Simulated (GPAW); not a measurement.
# Quasiparticle gap of WS2 (Tungstenite) in GPAW, part 2 of 2

Aim: the G0W0 gap of WS2 (Tungstenite) on LDA, step by step.

GPAW 26.7.0; LDA and many-body steps on it, plane waves. Known limits of the many-body steps: not at the basis limit; no spin-orbit coupling; coarse k mesh.

So far. Step 3 (Bands along the symmetry lines): The gap is 0.969 eV, −0.099 eV from the run before at this level. Step 4 (Empty states on the mesh, 6×6×2 mesh, 258 bands): On this mesh the gap is 0.969 eV.

The database entry behind the starting cell differs from later determinations by our own check (an axis about 1.4 % long against later determinations), so it need not match the best structure at ambient conditions.

## 5. Screening and self-energy, 6×6×2 mesh, 248 bands, screening to 100 eV

Now the one-shot GW correction: screening in the RPA, then the self-energy of the levels asked for.

This step: G0W0 on LDA, plane waves, PAW.

The input, run.py:

```python
import json
import numpy as np
from gpaw.mpi import world
from gpaw.response.g0w0 import G0W0

gw = G0W0('full.gpw',
    filename='gw',
    kpts=[0, 4, 8],
    bands=(24, 28),
    ecut=100,
    nbands=248,
    integrate_gamma='WS',
    ppa=True)
gw.calculate()
res = {mode: {k: v for k, v in r.items() if k != 'sigma_eskwn'}
       for mode, r in gw.all_results.items()}

if world.rank == 0:
    with open('result.json', 'w') as f:
        json.dump(res, f, default=lambda x: x.tolist())
```

The run is started by

```console
> mpirun -n 4 gpaw python run.py
```

Numbers of over 12 decimals in the logs are rounded to 6 here.

Output:

```text
Using integrator: PointIntegrator
FrequencyGridDescriptor(from 0.000+0.000j to 0.000+27.211j eV, 2 points)
Nonperiodic BCs:  [False False False]
Using integrator: PointIntegrator
FrequencyGridDescriptor(from 0.000+0.000j to 0.000+27.211j eV, 2 points)
Nonperiodic BCs:  [False False False]
  ___  _ _ _
 |   || | | |
 | | || | | |
 |__ ||_____|
 |___|

BZ k-points: Symmetries present (total): 12

  [... matrices ...]
72 k-points: 6 x 6 x 2 Monkhorst-Pack grid + [1/12,1/12,1/4]
14 k-points in the irreducible part of the Brillouin zone
       k-points in crystal coordinates                weights
   0:     0.00000000    0.00000000    0.00000000          1/72
   1:     0.00000000    0.00000000    0.50000000          1/72
   2:     0.16666667    0.00000000    0.00000000          6/72
   3:     0.16666667    0.00000000    0.50000000          6/72
   4:     0.33333333   -0.16666667    0.00000000          6/72
   5:     0.33333333   -0.16666667    0.50000000          6/72
   6:     0.33333333    0.00000000    0.00000000          6/72
   7:     0.33333333    0.00000000    0.50000000          6/72
   8:     0.33333333    0.33333333    0.00000000          2/72
   9:     0.33333333    0.33333333    0.50000000          2/72
          ...
  13:     0.50000000    0.50000000    0.50000000          3/72

Distributing spins, k-points and bands (1 x 3 x 4) over 4 processes
Number of blocks: 1

Quasi particle states:
k-points (IBZ indices): [0, 4, 8]
Band range: (24, 28)
  [... matrices ...]
Computational parameters:
Plane wave cut-off: 100 eV
Number of bands: 248
Coulomb cutoff: None
Broadening: 0.1 eV

fxc modes: GW
Kernel: RPA
Using Godby-Needs plasmon-pole approximation:
  Fitting energy: i*E0, E0 = 1.000 Hartree
Summing all q:

Calculating screened Coulomb potential
No Coulomb truncation
FrequencyGridDescriptor(from 0.000+0.000j to 0.000+27.211j eV, 2 points)
Removing empty qpoint cache files...

Calculating chi0 body with:
    Ground state adapter containing:
    Number of spins: 1
    Number of kpoints: 72
    Number of irreducible kpoints: 14
    Number of completely occupied states: 26
    Number of partially occupied states: 26
    Occupied states memory: 6.3984375 M / cpu

    Linear response parametrization:
    q_c: [1.3877787807814457e-17, 1.3877787807814457e-17, 0.0]
    Number of frequency points: 2
    Planewave cutoff: 100.0
    Number of bands: 248
    Number of planewaves: 267
    Broadening (eta): 1e-06
    comm.size: 4
    kncomm.size: 4
    blockcomm.size: 1

    Memory estimate of potentially large arrays:
        chi0_wGG: 2.175568 M / cpu
Integrating chi0 body.

Symmetries of q_c:
    Direct symmetries (Uq -> q): 12
    Indirect symmetries (TUq -> q): 0
In total 12 allowed symmetries.

  [... matrices ...]
14 groups of equivalent kpoints. 80.555556% reduction.

Integral kind: response function
Integrating chi0 head and wings.

Symmetries of q_c:
    Direct symmetries (Uq -> q): 12
    Indirect symmetries (TUq -> q): 0
In total 12 allowed symmetries.

  [... matrices ...]
14 groups of equivalent kpoints. 80.555556% reduction.

Integral kind: response function wings

Calculating chi0 body with:
    Ground state adapter containing:
    Number of spins: 1
    Number of kpoints: 72
    Number of irreducible kpoints: 14
    Number of completely occupied states: 26
    Number of partially occupied states: 26
[... the further q-points ...]

Results:
f:      Occupation numbers
eps:     KS-eigenvalues [eV]
vxc:     KS vxc [eV]
exx:     Exact exchange [eV]
sigma:   Self-energies [eV]
dsigma:  Self-energy derivatives
Z:       Renormalization factors
qp:      QP-energies [eV]

k-point 0 (0): (0.000, 0.000, 0.000)                GW
band       f     eps     vxc     exx   sigma  dsigma       Z      qp
                                                                   GW
  24   1.000   7.030 -17.252 -18.118   1.098  -0.264   0.791   7.214
  25   1.000   8.176 -19.092 -19.393   0.668  -0.267   0.789   8.466
  26   0.000  10.400 -18.631 -13.755  -3.782  -0.265   0.791  11.265
  27   0.000  10.400 -18.631 -13.755  -3.782  -0.265   0.791  11.265

k-point 1 (4): (0.333, -0.167, 0.000)                GW
band       f     eps     vxc     exx   sigma  dsigma       Z      qp
                                                                   GW
  24   1.000   6.635 -18.293 -19.460   1.429  -0.272   0.786   6.841
  25   1.000   6.668 -18.381 -19.501   1.408  -0.272   0.786   6.895
  26   0.000   9.145 -17.164 -12.911  -3.357  -0.254   0.797   9.859
  27   0.000   9.929 -18.986 -14.210  -3.690  -0.266   0.790  10.787

k-point 2 (8): (0.333, 0.333, 0.000)                GW
band       f     eps     vxc     exx   sigma  dsigma       Z      qp
                                                                   GW
  24   1.000   7.407 -18.252 -18.626   0.729  -0.263   0.791   7.688
  25   1.000   7.584 -18.806 -19.083   0.679  -0.265   0.791   7.901
  26   0.000   9.302 -20.191 -15.763  -3.255  -0.262   0.793  10.231
  27   0.000   9.302 -20.191 -15.763  -3.255  -0.262   0.793  10.231
```

Elapsed: 4.5 min, on 4 MPI ranks of Arm Neoverse V2, shared host; peak memory 1.8 GiB; 18 min of CPU time.

This step gave:

```yaml
g0w0_gap_on_the_points_computed: 1.393 eV
least_direct_g0w0_gap_on_the_computed_points: 2.330 eV
z_at_the_valence_top: 0.7890
z_at_the_conduction_bottom: 0.7974
starting_gap_on_the_mesh: 0.9686 eV
k_of_the_valence_top: 0, 0, 0
k_of_the_conduction_bottom: 0.3333, -0.1667, 0
```

The gap on the mesh goes from 0.97 eV to 1.39 eV, a correction of +0.42 eV. The start differs from the 1.07 eV found before because the two sample other k points.

Limits: finite bands, cutoff and mesh; no spin-orbit coupling; coarse k mesh. v1 is the top filled band, c1 the lowest empty one. Levels before and after the correction, in eV, zero at the valence-band top of each column:

```csv
,conduction bottom,valence top
Kohn-Sham,0.97,0.00
G0W0,1.39,0.00
```

```csv
,level,energy (eV)
Kohn-Sham,Γ v2,-1.146
Kohn-Sham,Γ v1,0.000
Kohn-Sham,Γ c1-c2,2.224
Kohn-Sham,(0.333 -0.167 0) v2,-1.541
Kohn-Sham,(0.333 -0.167 0) v1,-1.508
Kohn-Sham,(0.333 -0.167 0) c1,0.969
Kohn-Sham,(0.333 -0.167 0) c2,1.753
G0W0,Γ v2,-1.252
G0W0,Γ v1,0.000
G0W0,Γ c1-c2,2.799
G0W0,(0.333 -0.167 0) v2,-1.624
G0W0,(0.333 -0.167 0) v1,-1.571
G0W0,(0.333 -0.167 0) c1,1.393
G0W0,(0.333 -0.167 0) c2,2.321
```

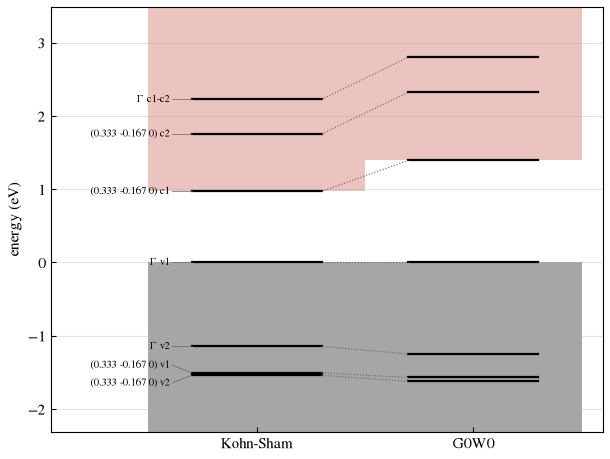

Levels before and after the correction. Shaded: valence and conduction bands.

## 6. Where the time went

Times are wall times on 4 MPI ranks of Arm Neoverse V2, shared host, good to a factor of about two.

```csv
step,time,share,memory (GiB)
ground state,11 s,3 %,0.75
bands along the symmetry lines,25 s,7 %,0.9
empty states on the mesh,53 s,15 %,2.5
screening and self-energy,4.5 min,75 %,1.8
```

## 7. What came out

```json
{
  "LDA gap": "0.97 eV, indirect",
  "G0W0 gap on the mesh": "1.39 eV",
  "GW settings": "6×6×2 mesh, 248 bands, screening to 100 eV, Godby-Needs plasmon pole",
  "known limits": "not at the basis limit; no spin-orbit coupling; coarse k mesh"
}
```

G0W0 moves the gap on the mesh from 0.97 eV to 1.39 eV (+0.42 eV), with Z of 0.79 and 0.80 at the edges. Only 3 of the mesh's irreducible points were corrected, so a valley elsewhere could overtake. The dearest step here is «screening and self-energy». Bands and cutoff are finite, so the gap is not at the basis limit. The miss can reach some tenths of an eV and take either sign; the mesh is an error of its own. These stock PAW sets were not made for GW; the filled d or f shell of W lies in the frozen core, which bears on start and correction. In the G0W0 run levels were corrected at 3 k points alone, so a gap called «on the mesh» is the least over those, and an edge elsewhere would be missed. The 6×6×2 mesh is coarse for this cell, which bears on the long-range parts of exchange and screening. The many-body steps are scalar-relativistic: spin-orbit coupling is not in them.

[Paths, hosts, dates, memory and timing lines, banners, echoed tables and standing remarks are left out of the program output.]

[Logs are printed without paths, hosts, clocks, repeated set-up lines and the standing remarks that a program may print on its own settings, such as how far it seeks lower states.]

[Runs of the session that timed out or met a known fault of the program may be left out.]

[Hosts, paths, dates, database ids (printed as entryN), source tags and the programs' standing remarks are cut or masked in the printed files.]
